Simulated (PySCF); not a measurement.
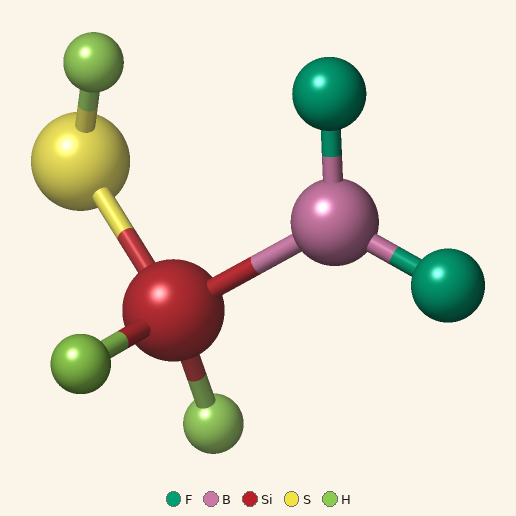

The picture shows a molecular structure as a ball-and-stick model.

What does the picture show?

It has 8 atoms: 1 boron, 2 fluorine, 3 hydrogen, 1 sulfur and 1 silicon (BF₂H₃SSi). SMILES: `FB(F)[SiH2]S`. It has no ring. Among its groups: Si–H bond. The point group is C1. Coordination: 1 B trigonal planar; 1 Si tetrahedral; 1 S bent.

The parts below concern this one geometry. Atoms keep their numbers from picture to picture. The computed structure is the end point of a PBE0-D3(BJ)/def2-SVP optimisation. No frequency run is at hand to confirm it as a minimum.

**Geometry**

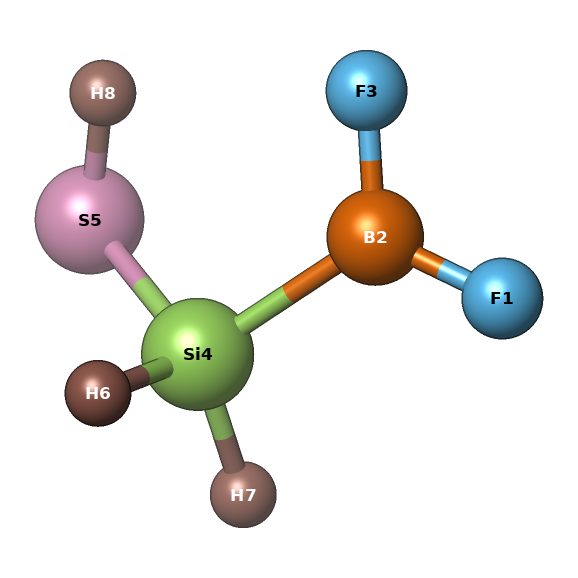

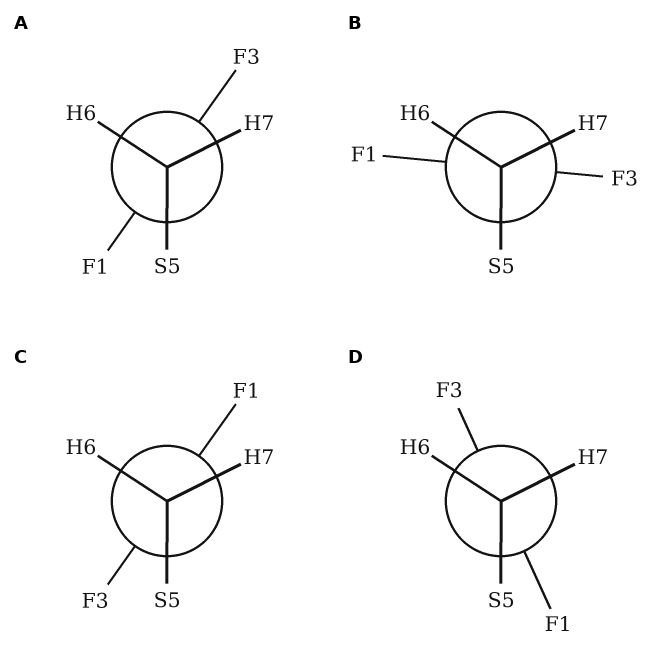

Distant atoms are faded towards the background colour. Bonds that would overlap in a projection are set slightly apart. No frequency run is at hand to confirm it as a minimum.

> Which Newman projection shows the view along Si4–B2, with Si4 in front?

C. The torsion angle S5–Si4–B2–F1 is −145°, anticlinal.

**Charges**

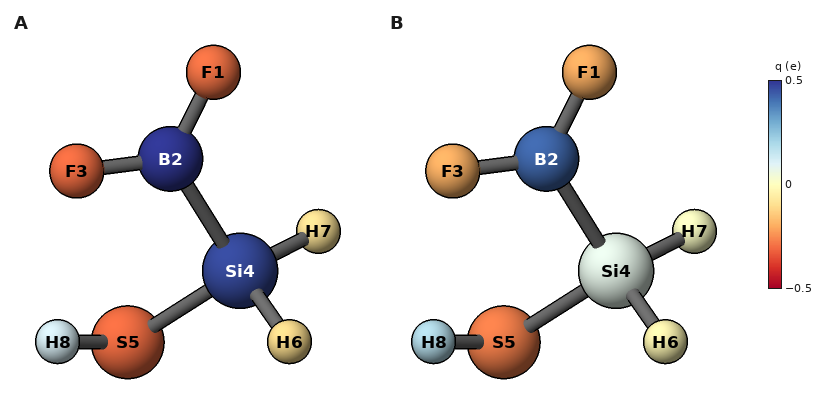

Atomic charges of one calculation by 2 schemes, on one colour scale. No frequency run is at hand to confirm it as a minimum. Computed with PBE0/cc-pVDZ (PySCF 2.14.0).

> The schemes are ESP-fitted, IAO. Which panel shows which?

A IAO, B ESP-fitted.

List the charges (e), one line for each set of equivalent atoms.

```tsv
atom	IAO	ESP-fitted
F1	−0.29	−0.20
B2	0.49	0.41
F3	−0.30	−0.19
Si4	0.46	0.07
S5	−0.30	−0.27
H6	−0.10	−0.02
H7	−0.08	0.01
H8	0.11	0.18
```

**Quadrupole coupling**

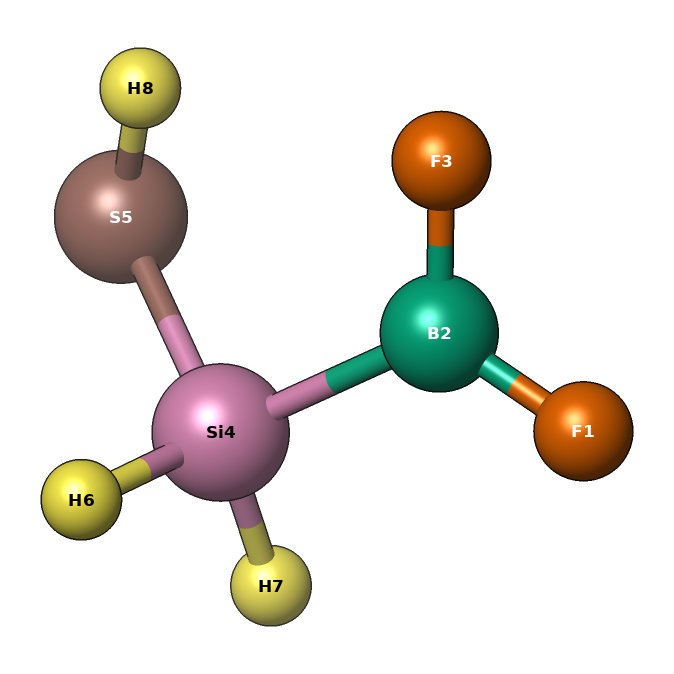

No frequency run is at hand to confirm it as a minimum. Electric field gradients from the ground-state density, PBE0/6-31G* (PySCF 2.14.0), non-relativistic apart from any core potentials.

Give the largest field-gradient component, the quadrupole coupling constant and the asymmetry for 11B at B2 (Q = 40.59 mb), 33S at S5 (Q = −67.81 mb).

| atom | V_zz (a.u.) | e²qQ/h (MHz) | η |
| --- | --- | --- | --- |
| B2 | 0.322 | 3.07 | 0.52 |
| S5 | −2.053 | 32.7 | 0.65 |

**Core levels**

No frequency run is at hand to confirm it as a minimum. Method: delta-SCF UKS PBE, pcX-2 on the ionised atom, pcseg-1 elsewhere, spin-free X2C (PySCF 2.14.0).

Give the core-electron binding energies (to vacuum; p and d levels without spin–orbit splitting) of F1 1s, B2 1s, Si4 1s, Si4 2p, S5 1s, S5 2p.

```csv
atom,level,binding energy (eV)
F1,1s,692.6
B2,1s,198.6
Si4,1s,1843.8
Si4,2p,106.9
S5,1s,2473.3
S5,2p,169.1
```
